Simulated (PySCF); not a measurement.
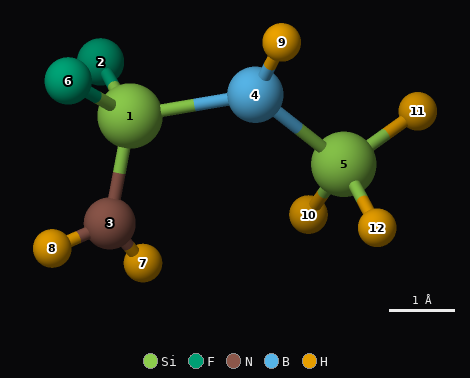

Fig. 1: The structure (ball-and-stick view, seen at a tilt; atoms are numbered from 1 in the order of the input).

**Run report: BSi2NH6F2, NMR shielding calculation**

BSi2NH6F2, SMILES N[Si](F)(F)B[SiH3], computed with GIAO PBE0/pcSseg-1 NMR shielding, non-relativistic, gas phase (PySCF 2.14.0).

The geometry comes from this level: PBE0-D3(BJ)/def2-SVP. Figures and captions count atoms from 1; the log counts them from 0 in places.

## Input file
```
{"job": {"kind": "nmr", "xc": "PBE0", "basis": "pcSseg-1"}, "charge": 0, "multiplicity": 1}
Si    -1.094237     0.968780     0.207268
F     -2.372759     0.182076     0.835388
N      0.075732     1.441713     1.350189
B     -0.293058    -0.243103    -1.151977
Si     1.026372    -1.671802    -0.637900
F     -1.712454     2.356952    -0.353364
H      0.675827     0.771768     1.816031
H      0.005065     2.317195     1.856416
H     -0.525656    -0.110003    -2.330270
H      1.063747    -1.973533     0.828530
H      0.820223    -2.950778    -1.385229
H      2.369980    -1.117036    -1.018359
```

The first line tells a small driver script what to run in PySCF; the rest is the geometry in Å.

Launch command:
```bash
OMP_NUM_THREADS=1 python <driver script> task.json out
```

## Log
```
coarse grid: 11288 points
cycle   1  E = -861.2772477756  dE =  2.540e-01  |g| = 7.758e-01  |ddm| = 3.112e+00
cycle   2  E = -861.1754325787  dE =  1.018e-01  |g| = 1.145e+00  |ddm| = 1.349e+00
cycle   3  E = -861.3774001631  dE = -2.020e-01  |g| = 5.529e-02  |ddm| = 8.209e-01
cycle   4  E = -861.3778867376  dE = -4.866e-04  |g| = 3.153e-02  |ddm| = 7.150e-02
cycle   5  E = -861.3780783977  dE = -1.917e-04  |g| = 8.763e-03  |ddm| = 2.687e-02
cycle   6  E = -861.3780945399  dE = -1.614e-05  |g| = 1.795e-03  |ddm| = 8.482e-03
cycle   7  E = -861.3780956628  dE = -1.123e-06  |g| = 2.076e-04  |ddm| = 2.547e-03
final grid: 101496 points
cycle   8  E = -861.4178315313  dE = -2.545e-05  |g| = 5.747e-03  |ddm| = 1.554e-02
cycle   9  E = -861.4178263912  dE =  5.140e-06  |g| = 7.688e-03  |ddm| = 9.417e-03
cycle  10  E = -861.4178387014  dE = -1.231e-05  |g| = 6.853e-04  |ddm| = 5.255e-03
cycle  11  E = -861.4178388106  dE = -1.092e-07  |g| = 1.913e-04  |ddm| = 7.786e-04
cycle  12  E = -861.4178388168  dE = -6.200e-09  |g| = 5.822e-05  |ddm| = 1.598e-04
cycle  13  E = -861.4178388174  dE = -5.443e-10  |g| = 1.969e-05  |ddm| = 6.412e-05
```

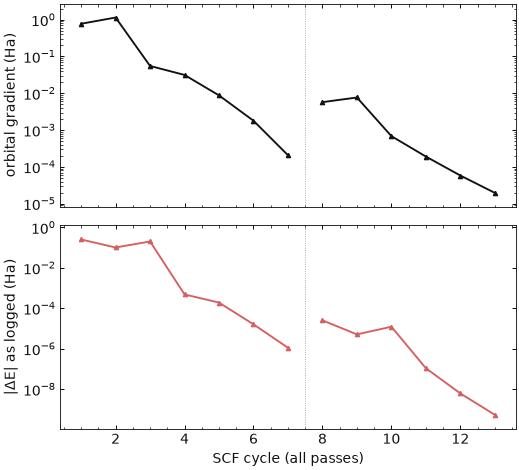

Fig. 2: Convergence of the self-consistent field: orbital gradient and size of the energy change against the SCF cycle. The dotted line marks the change from a coarse to the final integration grid. The first 7 cycles use a coarse grid, the final grid takes over at cycle 8, and the field converges after 13 cycles in all.

```
converged SCF energy = -861.4178388174

GIAO shielding tensors (ppm)
atom      isotropic    diamagn.    paramagn.     s11        s22        s33       span
  0 Si     381.247     876.767    -495.520    320.428    370.002    453.312    132.884
  1 F      294.691     471.187    -176.496    236.302    299.799    347.973    111.671
  2 N      228.964     320.683     -91.720    203.219    223.468    260.204     56.986
  3 B      -35.436     207.223    -242.658   -180.203    -76.656    150.553    330.755
  4 Si     447.813     880.786    -432.974    427.044    444.656    471.738     44.694
  5 F      337.124     468.336    -131.212    286.023    328.591    396.759    110.735
  6 H       29.852      32.687      -2.835     23.030     26.239     40.288     17.257
  7 H       29.610      28.684       0.926     23.002     25.680     40.148     17.147
  8 H       18.797      30.594     -11.797      3.326     26.174     26.893     23.566
  9 H       27.475      29.532      -2.058     24.214     27.325     30.885      6.671
 10 H       27.273      28.408      -1.135     24.114     25.520     32.185      8.071
 11 H       27.486      28.702      -1.215     24.596     26.234     31.629      7.033
```

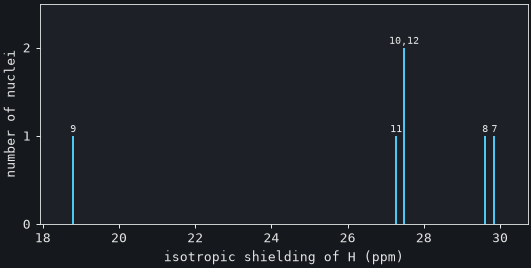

Fig. 3: Isotropic shieldings of the hydrogen nuclei in this fixed geometry, labelled by atom number; shielding grows to the right, so chemical shift grows to the left. The least shielded is H9 (18.8 ppm), the most shielded H7 (29.9 ppm).

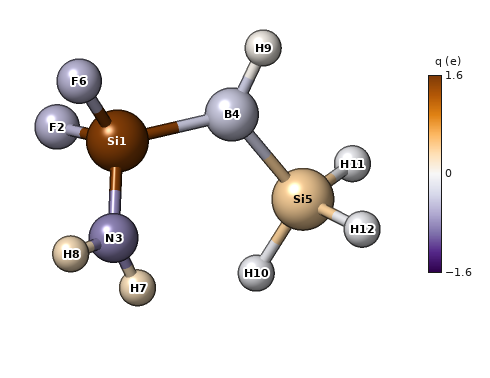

Fig. 4: IAO charges, as the colour of each atom (ball-and-stick view, seen at a tilt; atoms are numbered from 1 in the order of the input). By element: Si +0.42 to +1.54, F −0.53, N −0.84, B −0.39 and H −0.11 to +0.28 e.

## Key numbers

- outcome: converged
- total energy: −861.417839 hartree
- HOMO: −8.18 eV
- LUMO: −3.09 eV
- dipole moment: 2.41 D
- isotropic shielding, Si: 381.2 to 447.8 ppm
- isotropic shielding, F: 294.7 to 337.1 ppm
- isotropic shielding, N: 229.0 ppm
- isotropic shielding, B: −35.4 ppm
- isotropic shielding, H: 18.8 to 29.9 ppm
- hardware: 1 CPU thread, shared host
- wall time: 15 s
- peak memory: 0.8 GiB
